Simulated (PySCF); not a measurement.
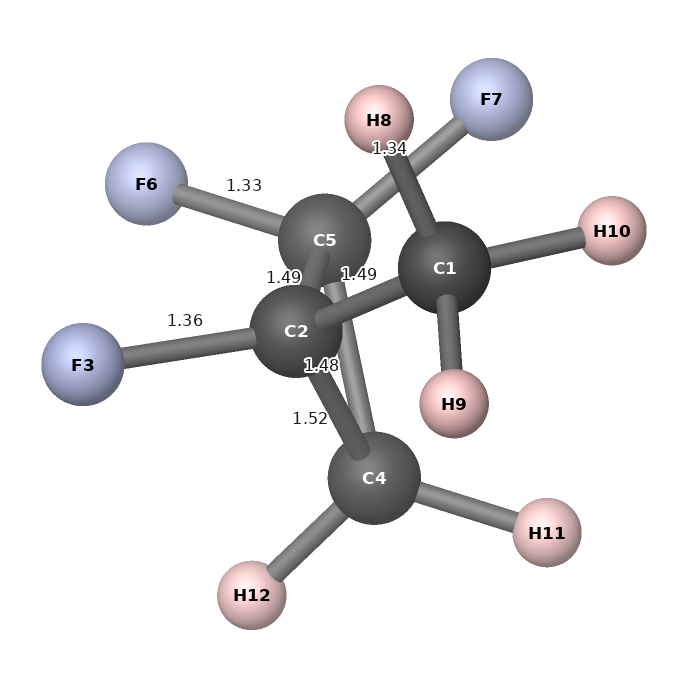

Bond lengths are marked in Å; every bond is drawn as one stick. Computed geometry: PBE0-D3(BJ)/def2-SVP optimisation. No frequency run is at hand to confirm it as a minimum.

### Which of the marked bonds are single, double, triple or aromatic?

C1–C2 single; C2–F3 single; C2–C4 single; C2–C5 single; C4–C5 single; C5–F6 single; C5–F7 single.

### Write the SMILES.

C[C@]1(F)CC1(F)F
